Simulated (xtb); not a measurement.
# CH$_{7}$OSbSi: geometry relaxation (part 4 of 4)

The same run, continued: CH$_{7}$OSbSi; GFN0-xTB (xtb 6.7.1). The geometry comes from this level: PBE0-D4/def2-TZVP.

Geometry of the input (Å):
```
Si -1.0303  1.2780  -0.0928
C  0.2019  0.3365  0.9920
O  0.3116  -1.0179  0.5837
Sb 1.5577  -1.4505  -0.8889
H  -2.3778  0.6595  -0.0081
H  -1.1131  2.7092  0.3112
H  -0.5610  1.2046  -1.5062
H  1.1725  0.8564  0.9939
H  -0.1400  0.3375  2.0338
H  1.6960  -3.0757  -0.3738
H  0.3478  -1.8946  -2.0241
```

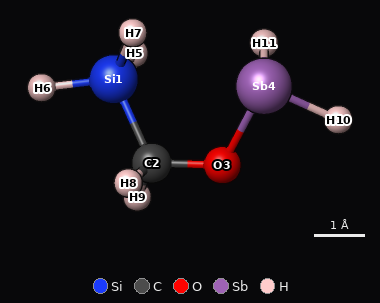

*The geometry at step 15 of the log (ball-and-stick view, seen at a tilt; atoms are numbered from 1 in the order of the input).*

Trajectory as extended XYZ, continued
```
11
Properties=species:S:1:pos:R:3 step=3 energy=-373.26619
Si   -1.0225    1.2624   -0.1191
C     0.1892    0.3241    0.9660
O     0.3862   -1.0424    0.6061
Sb    1.6120   -1.4237   -0.9236
H    -2.3433    0.6614   -0.0232
H    -1.0781    2.6404    0.3440
H    -0.5573    1.2197   -1.4964
H     1.1349    0.8912    0.9696
H    -0.1900    0.3363    2.0011
H     1.6279   -3.0335   -0.3818
H     0.3062   -1.8931   -1.9220
11
Properties=species:S:1:pos:R:3 step=5 energy=-373.27647
Si   -1.0093    1.2341   -0.1427
C     0.1966    0.3262    0.9658
O     0.4783   -1.0386    0.6678
Sb    1.5989   -1.4237   -0.9533
H    -2.3288    0.6318   -0.0785
H    -1.0642    2.5936    0.3683
H    -0.5356    1.2333   -1.5143
H     1.1166    0.9367    0.9894
H    -0.2244    0.3523    1.9853
H     1.6128   -3.0315   -0.3965
H     0.2244   -1.8711   -1.8705
11
Properties=species:S:1:pos:R:3 step=6 energy=-373.28039
Si   -0.9989    1.2243   -0.1510
C     0.2037    0.3241    0.9684
O     0.5131   -1.0331    0.6843
Sb    1.5896   -1.4209   -0.9675
H    -2.3172    0.6122   -0.1045
H    -1.0743    2.5822    0.3659
H    -0.5151    1.2369   -1.5213
H     1.1133    0.9500    1.0053
H    -0.2349    0.3499    1.9806
H     1.6072   -3.0260   -0.4047
H     0.1788   -1.8566   -1.8345
11
Properties=species:S:1:pos:R:3 step=8 energy=-373.29111
Si   -0.9628    1.1955   -0.1749
C     0.2259    0.3279    0.9927
O     0.6141   -1.0055    0.7274
Sb    1.5312   -1.4026   -1.0164
H    -2.2622    0.5325   -0.1772
H    -1.1235    2.5583    0.3200
H    -0.4200    1.2211   -1.5265
H     1.1039    0.9980    1.0729
H    -0.2589    0.3375    1.9854
H     1.5858   -3.0018   -0.4465
H     0.0317   -1.8178   -1.7363
11
Properties=species:S:1:pos:R:3 step=9 energy=-373.29910
Si   -0.9278    1.1627   -0.1997
C     0.2451    0.3399    1.0225
O     0.7042   -0.9737    0.7696
Sb    1.4592   -1.3741   -1.0622
H    -2.2033    0.4497   -0.2501
H    -1.1639    2.5279    0.2704
H    -0.3215    1.1931   -1.5271
H     1.0946    1.0451    1.1391
H    -0.2769    0.3280    1.9977
H     1.5638   -2.9736   -0.4936
H    -0.1082   -1.7820   -1.6459
11
Properties=species:S:1:pos:R:3 step=11 energy=-373.32102
Si   -0.8766    1.1064   -0.2326
C     0.2600    0.3669    1.0702
O     0.7805   -0.9267    0.7997
Sb    1.3235   -1.2991   -1.1016
H    -2.1024    0.3342   -0.3378
H    -1.1953    2.4658    0.1758
H    -0.1794    1.1344   -1.5108
H     1.0789    1.0939    1.2195
H    -0.2859    0.3102    2.0270
H     1.5370   -2.9098   -0.5794
H    -0.2751   -1.7331   -1.5094
11
Properties=species:S:1:pos:R:3 step=12 energy=-373.32343
Si   -0.8492    1.0844   -0.2465
C     0.2673    0.3739    1.0828
O     0.8100   -0.9111    0.8039
Sb    1.2715   -1.2663   -1.1133
H    -2.0556    0.2842   -0.3872
H    -1.2125    2.4368    0.1537
H    -0.1228    1.1275   -1.5073
H     1.0752    1.1078    1.2515
H    -0.2952    0.2991    2.0291
H     1.5303   -2.8781   -0.6100
H    -0.3536   -1.7153   -1.4361
11
Properties=species:S:1:pos:R:3 step=14 energy=-373.32565
Si   -0.8540    1.0909   -0.2433
C     0.2664    0.3703    1.0719
O     0.8015   -0.9219    0.8064
Sb    1.2815   -1.2779   -1.1002
H    -2.0671    0.3006   -0.3805
H    -1.2128    2.4375    0.1824
H    -0.1487    1.1599   -1.5139
H     1.0798    1.0990    1.2356
H    -0.2935    0.3083    2.0191
H     1.5326   -2.8883   -0.5972
H    -0.3205   -1.7355   -1.4596
11
Properties=species:S:1:pos:R:3 step=15 energy=-373.32614
Si   -0.8490    1.0881   -0.2476
C     0.2684    0.3703    1.0726
O     0.8087   -0.9192    0.8067
Sb    1.2751   -1.2751   -1.1010
H    -2.0579    0.2920   -0.3918
H    -1.2168    2.4307    0.1828
H    -0.1407    1.1664   -1.5162
H     1.0792    1.1014    1.2414
H    -0.2984    0.3057    2.0165
H     1.5351   -2.8862   -0.6032
H    -0.3385   -1.7309   -1.4396
11
Properties=species:S:1:pos:R:3 step=17 energy=-373.32656
Si   -0.8460    1.0897   -0.2510
C     0.2721    0.3682    1.0680
O     0.8177   -0.9203    0.8105
Sb    1.2688   -1.2785   -1.0970
H    -2.0490    0.2871   -0.4069
H    -1.2270    2.4216    0.1996
H    -0.1423    1.1935   -1.5202
H     1.0803    1.1018    1.2391
H    -0.3010    0.3069    2.0075
H     1.5345   -2.8885   -0.6035
H    -0.3429   -1.7386   -1.4255
11
Properties=species:S:1:pos:R:3 step=18 energy=-373.32665
Si   -0.8453    1.0899   -0.2511
C     0.2728    0.3686    1.0689
O     0.8209   -0.9181    0.8098
Sb    1.2655   -1.2778   -1.1000
H    -2.0457    0.2839   -0.4116
H    -1.2301    2.4208    0.1986
H    -0.1375    1.1940   -1.5181
H     1.0792    1.1035    1.2413
H    -0.3010    0.3047    2.0078
H     1.5339   -2.8878   -0.6042
H    -0.3476   -1.7388   -1.4209
11
Properties=species:S:1:pos:R:3 step=20 energy=-373.32671
Si   -0.8451    1.0911   -0.2507
C     0.2729    0.3695    1.0689
O     0.8276   -0.9134    0.8057
Sb    1.2623   -1.2803   -1.1058
H    -2.0420    0.2818   -0.4191
H    -1.2353    2.4197    0.2004
H    -0.1311    1.1993   -1.5135
H     1.0756    1.1072    1.2455
H    -0.3011    0.2988    2.0074
H     1.5334   -2.8878   -0.6032
H    -0.3519   -1.7429   -1.4148
11
Properties=species:S:1:pos:R:3 step=21 energy=-373.32673
Si   -0.8446    1.0908   -0.2512
C     0.2728    0.3693    1.0689
O     0.8290   -0.9129    0.8061
Sb    1.2618   -1.2804   -1.1054
H    -2.0425    0.2830   -0.4180
H    -1.2349    2.4194    0.2006
H    -0.1309    1.1990   -1.5143
H     1.0748    1.1076    1.2461
H    -0.3015    0.2982    2.0071
H     1.5334   -2.8873   -0.6033
H    -0.3522   -1.7438   -1.4159
11
Properties=species:S:1:pos:R:3 step=23 energy=-373.32673
Si   -0.8448    1.0912   -0.2514
C     0.2722    0.3682    1.0680
O     0.8315   -0.9124    0.8040
Sb    1.2626   -1.2813   -1.1070
H    -2.0443    0.2860   -0.4167
H    -1.2311    2.4213    0.2011
H    -0.1326    1.1985   -1.5153
H     1.0724    1.1079    1.2481
H    -0.3038    0.2946    2.0051
H     1.5358   -2.8880   -0.6026
H    -0.3525   -1.7430   -1.4127
11
Properties=species:S:1:pos:R:3 step=24 energy=-373.32674
Si   -0.8446    1.0911   -0.2513
C     0.2723    0.3683    1.0683
O     0.8321   -0.9120    0.8045
Sb    1.2620   -1.2804   -1.1069
H    -2.0444    0.2861   -0.4169
H    -1.2305    2.4213    0.2006
H    -0.1324    1.1976   -1.5152
H     1.0723    1.1082    1.2488
H    -0.3040    0.2942    2.0051
H     1.5351   -2.8871   -0.6034
H    -0.3525   -1.7443   -1.4128
11
Properties=species:S:1:pos:R:3 step=26 energy=-373.32675
Si   -0.8438    1.0914   -0.2515
C     0.2720    0.3680    1.0687
O     0.8338   -0.9113    0.8041
Sb    1.2605   -1.2796   -1.1082
H    -2.0451    0.2882   -0.4160
H    -1.2281    2.4222    0.1994
H    -0.1320    1.1958   -1.5160
H     1.0710    1.1083    1.2515
H    -0.3056    0.2920    2.0046
H     1.5366   -2.8858   -0.6047
H    -0.3540   -1.7461   -1.4111
```

Key numbers

| quantity | value |
| --- | --- |
| outcome | converged |
| electrons treated | 26 |
| total energy | −13.719505 hartree |
| dispersion energy | −0.003065 hartree |
| basis functions | 42 |
| HOMO | −10.98 eV |
| LUMO | −7.30 eV |
| zero-point energy | 0.064369 hartree |
| dipole moment | 4.64 D |
| wavenumbers, lowest and highest | 75 and 2946 cm⁻¹ |
| hardware | 1 thread of Intel Xeon (Granite Rapids), 128 GiB of memory available, shared host |
| peak memory | 0.07 GiB |
